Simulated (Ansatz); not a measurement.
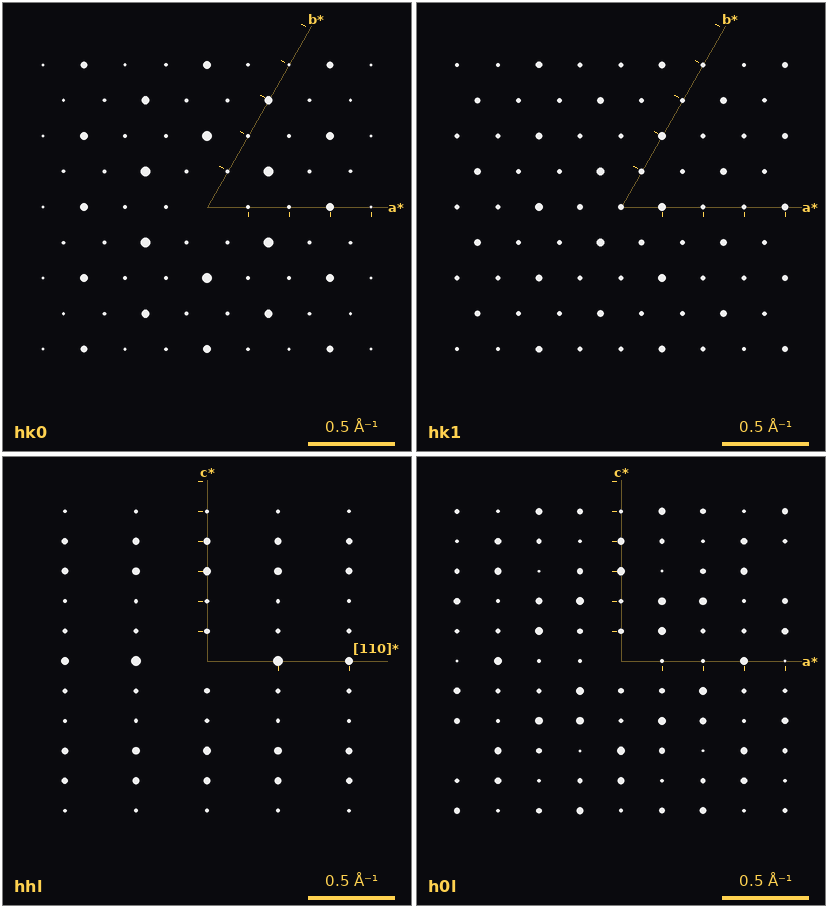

Four undistorted layers of reciprocal space, calculated for a single crystal (X-rays, kinematic |F|², B = 0.5 Å²). Tick marks count the reciprocal lattice steps of the conventional cell along each axis.

Read the reciprocal cell and give the direct cell.

Answer. a* = 0.240, b* = 0.240, c* = 0.175 Å⁻¹, γ* = 60°; the cell is trigonal with a = 4.81 Å, c = 5.71 Å (hexagonal axes).

List the systematic absences.

Answer. Reflections are present only under these conditions. hkl: no condition; hk0: no condition; h0l: no condition; hhl: no condition; 00l: no condition. The lattice is primitive (P). A few very weak reflections are below the display threshold.

Which space groups fit?

Answer. The intensities have Laue symmetry -3m (the hk0 layer shows 6mm, hk1 shows 3m). With these conditions the candidates are P321 (No. 150), P3m1 (No. 156), P-3m1 (No. 164). Diffraction geometry alone does not choose among them; the structure has P-3m1. The compound is LaGe2S2. Structure: the geometry relaxed with Ansatz, DFT, PAW plane waves, pbe; the starting structure was generated, so it need not be a known form of this composition.
